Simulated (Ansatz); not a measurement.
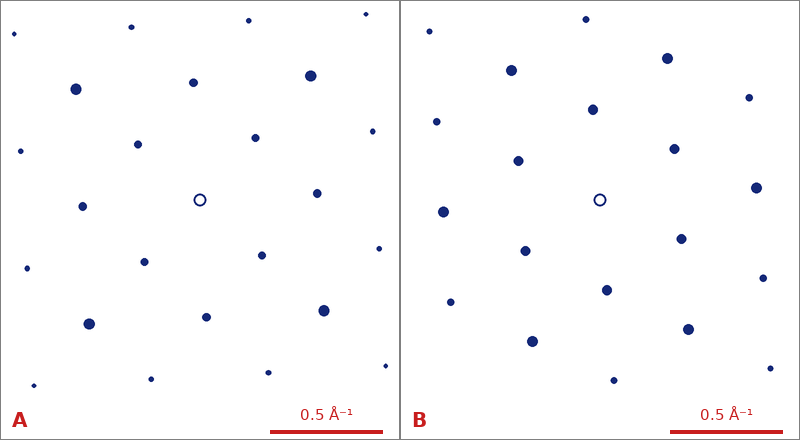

Kinematic electron diffraction patterns (120 kV, B = 0.5 Å², same scale, each along a low-index zone) of two structures of composition RhAu2, each relaxed at zero pressure with Ansatz, DFT PBE, scalar-relativistic, plane waves, PAW.

The structures (standard cells):
1. Fd-3m (No. 227), a = 7.569 Å, 24 atoms; generated start, possibly hypothetical
2. R32 (No. 155), a = 4.909 Å, c = 14.388 Å (hexagonal axes), 18 atoms; generated start, possibly hypothetical

**Which pattern belongs to which structure, and along which zone?**

A is structure 1 along [001] or an equivalent direction: square net of 2 -2 0 at d = 2.68 Å and 2 2 0 at d = 2.68 Å, 90.0° apart (some points of this net are extinct or too weak to see). B is structure 2 along [001]: hexagonal net of 2 -1 0 at d = 2.45 Å and 1 1 0 at d = 2.45 Å, 60.0° apart.

**Rank the structures by their computed energy.**

Structure 2 (R32, 16.68 Å³ an atom) is the lowest of these; structure 1 (Fd-3m, 18.07 Å³ an atom) lies about 360 meV an atom higher. These are static energies at 0 K; other structures, not shown, may lie lower still.
